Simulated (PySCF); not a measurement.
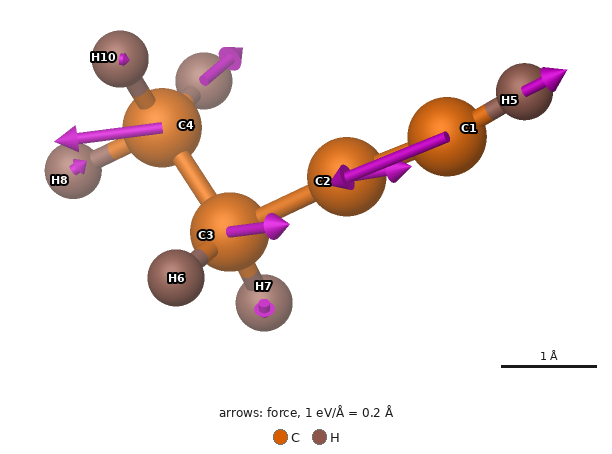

Starting geometry of C4H6 with the computed forces as purple arrows. The picture is a ball-and-stick view, seen from a free direction.

The start comes from MMFF94s. Its atoms were then displaced at random by about 0.03 Å.

Computed with PBE0-D3(BJ)/def2-SVP geometry optimisation, gas phase (PySCF). 

Is this structure relaxed? If not, where do the atoms go?

Answer. It isn't relaxed: the largest force vector, on a C atom, is 7.51 eV/Å. The final displacements follow the starting forces only in part (cosine between the two patterns 0.64). A C atom moves most after the best rigid fit: 0.10 Å. Largest moves by element: C 0.10 Å, H 0.07 Å. Near-neighbour distances that change, for instance: C–C 1.437 → 1.527 Å, C–H 1.015 → 1.100 Å, C–H 1.017 → 1.074 Å, C–C 1.510 → 1.458 Å. Bond angles that change, for instance: C–C–H 171.5° → 179.2°, C–C–H 118.2° → 111.0°, H–C–H 101.4° → 108.2°. The energy falls by 0.729 eV in 6 geometry steps.
